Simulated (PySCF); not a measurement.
B(F)(Br)(Me), SMILES CB(F)Br at its CAM-B3LYP/def2-SVP optimised geometry (Å):

```
7

B     -0.0106     0.3899     0.0000
F     -0.5919     1.5703     0.0000
Br     1.9151     0.3899     0.0000
C     -0.8328    -0.9311    -0.0066
H     -0.5416    -1.5703     0.8414
H     -0.6035    -1.5088    -0.9166
H     -1.9151    -0.7454     0.0343
```

Level of theory: CAM-B3LYP/def2-TZVP in PySCF.

Map of the electrostatic potential (hartree/e), clipped to [-0.08, 0.12] on the plane z = 1.0 Å:

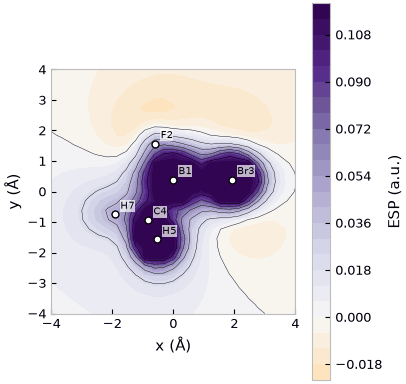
Figure: Electrostatic potential (hartree/e), clipped to [-0.08, 0.12] on the plane z = 1.0 Å.
